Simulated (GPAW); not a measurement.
Two runs for the O K edge of atom 3 in TiO2 (Rutile, P4_2/mnm). Run A: GPAW, LDA, full core hole (charged cell), 12-atom cell with 5.5 Å between holes, 6×6×6 k points, dipole transitions, Gaussian full width 0.9 eV up to 4 eV, rising linearly to 3.5 eV at 25 eV. Run B differs in one choice.

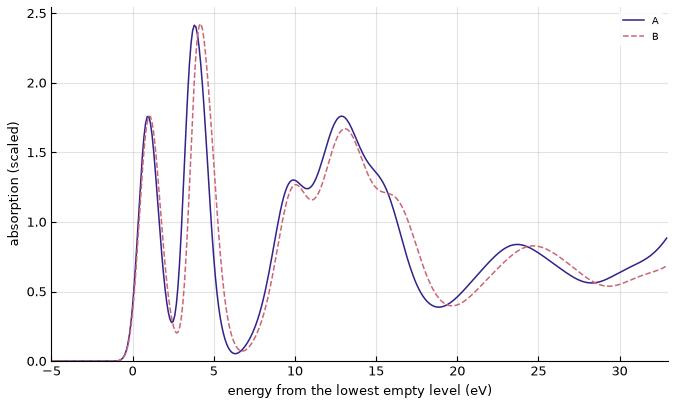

Energy from the lowest empty level; intensity scaled to a mean of 1 over the first 20 eV.

**Question.** What was changed?
a) the k mesh of the spectrum
b) the k mesh of the field
c) the volume of the cell
d) the broadening

(c): run B changes the volume scale from 1 to 0.94. Against the first run the r.m.s. difference is 22 %. A shift of +0.2 eV leaves 13 %. The highest intensity below 16 eV goes from 3.8 eV (2.41) to 4.2 eV (2.43). Other settings could leave a like mark; this is the one that was changed.

[Hosts, paths, dates, database ids (printed as entryN), source tags and the programs' standing remarks are cut or masked in the printed files.]

[Lists of maxima count a maximum above −3 eV only where it reaches 4 % of the highest in the window and stands out from its surroundings by 2 % of it (1.5 % where it reaches 55 %); shoulders and weaker maxima are passed over, and of the rest the first, up to two pre-edge ones and the few strongest are named.]
